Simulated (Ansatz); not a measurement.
C₂H₂F₂Ga (SMILES F/C=[CH]\[Ga][F]) (doublet)

Input

```
crystal:
  periodic: [false, false, false]
  atoms:
    - {symbol: C, position_ang: [-0.060817, -0.125753, 0.302809]}
    - {symbol: C, position_ang: [0.568504, -0.441768, -0.837526]}
    - {symbol: F, position_ang: [-0.853998, -0.989105, 0.962212]}
    - {symbol: F, position_ang: [1.358724, -2.363400, -3.199711]}
    - {symbol: Ga, position_ang: [0.401814, -2.238359, -1.693824]}
    - {symbol: H, position_ang: [-0.010029, 0.847510, 0.826732]}
    - {symbol: H, position_ang: [1.201708, 0.322953, -1.317157]}
basis:
  gaussian:
    orbitals: def2-TZVPD
magnetization:
  spin_polarized: true
  initial_magnetization: 1
hamiltonian:
  xc: pbe0
output: {forces: true, orbitals: {seedname: orbitals}}
```

Launched as:

```sh
ansatz run input.yaml --threads 2 --pin off --max-ram 4350MiB --events-out events.jsonl --progress --plain --runs-dir runs
```

Geometry: PBE-D3(BJ)/def2-SVP.

Computed with isolated molecule in a Gaussian basis; Kohn-Sham density functional theory, functional PBE0 in Ansatz.

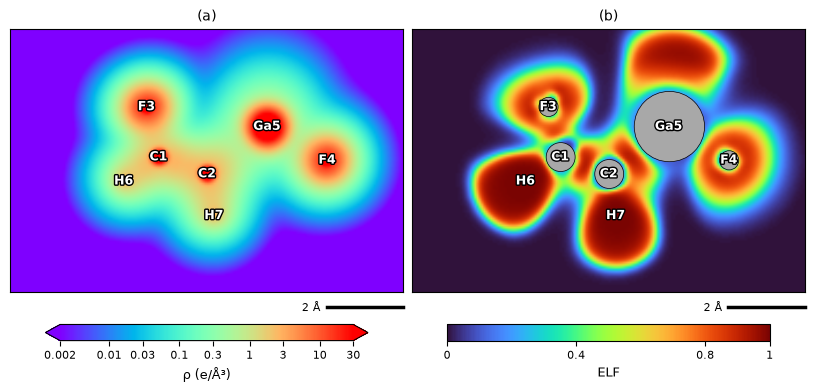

Figure 1. (a) total electron density; (b) ELF on the molecular plane. Grey discs cover the atomic cores in the ELF map.

### Interpret the plot.

- Atoms in the plane: C, F, Ga and H.
- C–C (1.34 Å): ρ is about 2.3 e/Å³ halfway; the ELF peaks at about 0.90 between the atoms: a multiple bond.
- C–F (1.35 Å): ρ is about 2.3 e/Å³ halfway, with its minimum of 1.8 e/Å³ about 0.5 Å from C; the ELF peaks at about 0.85 between the atoms: a polar covalent bond.
- Ga–F (1.79 Å): ρ at the midpoint is about 0.82 e/Å³; the ELF peaks at about 0.80 in the valence shell of F, 0.5 Å from its nucleus, and is about 0.20 at the midpoint.
- C–Ga (2.00 Å): ρ is about 0.72 e/Å³ halfway; the ELF peaks at about 0.90 in the valence shell of C, 0.7 Å from its nucleus, and is about 0.50 at the midpoint.
- C–H (1.10 Å): ρ is about 1.9 e/Å³ halfway; the ELF climbs to about 1 towards the hydrogen, as it does in any bond to H; an ordinary covalent bond to hydrogen.
- The ELF also peaks beside F4 and F3, away from the bonds: non-bonding electrons, paired or unpaired.

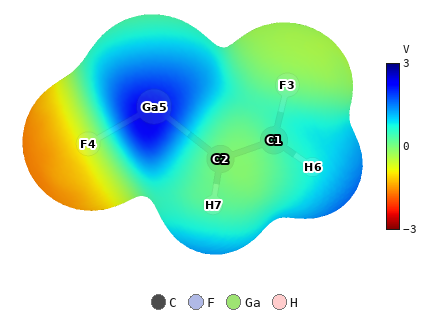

Figure 2. The molecular electrostatic potential painted on the density surface at 0.002 e/bohr³, seen across its widest extent; the colour scale runs from red (negative) to blue (positive).

### Which sites attract a positive test charge, and which a negative one?

A positive charge is drawn to the negative regions and a negative charge to the positive ones. The most negative region (about −1.6 V, or −37 kcal/mol for a unit charge) lies over F4, the most positive (about +2.4 V, or +55 kcal/mol for a unit charge) over Ga5.

### How polar is the molecule by this calculation?

Its dipole moment is 2.57 D.

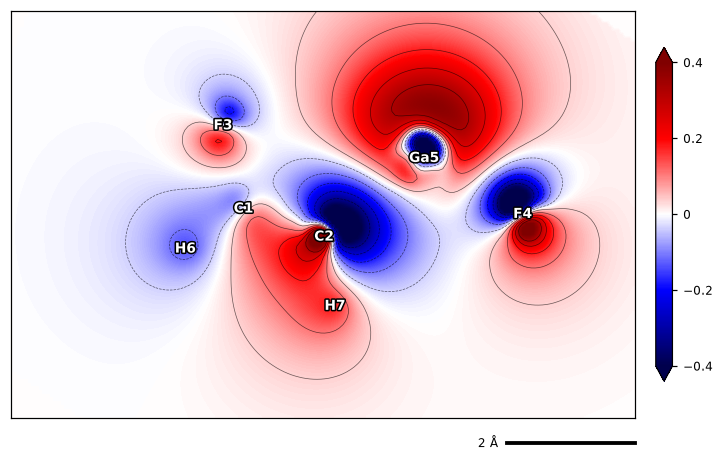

Figure 3. The LUMO (β) on the molecular plane (values in Å⁻³ᐟ²; the overall sign is arbitrary).

### What is the character of this orbital?

It lies mainly on Ga5 (about 70 %), C2 (about 15 %) and F4 (about 5 %); it is symmetric in the molecular plane (an in-plane orbital: σ, lone-pair or in-plane π type). Its energy is −3.17 eV.
